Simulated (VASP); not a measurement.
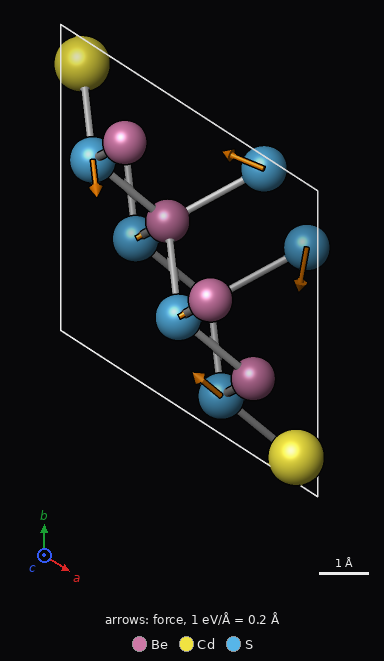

Starting geometry of a crystal of Be₂CdS₃ (a generated structure, set up in Cc) with the computed forces as orange arrows. A ball-and-stick model of the cell of the calculation, seen along the c axis.

The run lets cell and atoms move.

These are results of Kohn-Sham DFT of a periodic cell, PBE, VASP PAW PBE potentials, recommended (VASP), not measurements.

The input:
```
  PREC = Normal
  ENCUT = 520
  EDIFF = 1E-4
  ISMEAR = 0
  SIGMA = 0.15
  LREAL = Auto
  LASPH = True
  NELM = 60
  ALGO = Fast
  ISIF = 3
  LWAVE = False
  LCHARG = False
  GGA = PE
  IBRION = 2
  NSW = 24
  EDIFFG = -0.08
  KPAR = 2
```

Run as
```bash
cat potpaw_PBE.64/Be/POTCAR potpaw_PBE.64/Cd/POTCAR potpaw_PBE.64/S/POTCAR > POTCAR
mpirun -np 2 vasp_std > vasp.out
```

Is this structure relaxed? If not, where do the atoms go?

Answer. It isn't relaxed: the largest force vector, on S atoms, is 5.31 eV/Å. The atoms end up moving mostly along the starting forces (cosine between the two patterns 0.97). The largest moves relative to the cell, 0.37 Å, are those of S atoms. Largest moves by element: S 0.37 Å, Be 0.10 Å, Cd 0.07 Å. The volume changes by +2.0 %, with a = b 6.344 → 6.413 Å (+1.1 %), c 6.340 → 6.293 Å (−0.7 %), α 99.6° → 98.7°, β 99.6° → 98.7°, γ 120.0° → 120.5°. Some distances before and after: Cd–S 2.242 → 2.542 Å, Cd–S 2.242 → 2.514 Å, Be–S 2.242 → 2.100 Å, Be–S 2.243 → 2.134 Å. Among the angles between lasting bonds that change: Cd–S–Cd 109.5° → 94.6°, Be–S–Be 109.5° → 124.2°, Be–S–Be 109.5° → 119.5°. The space group stays Cc (No. 9). After 10 geometry steps the energy has fallen by 353 meV per atom. The largest force component goes from 4.3 to 0.07 eV/Å. The pressure goes from 10.15 to −0.14 GPa. It ran on 2 threads of Intel(R) Xeon(R) 6975P-C (Granite Rapids), with other jobs on the host.
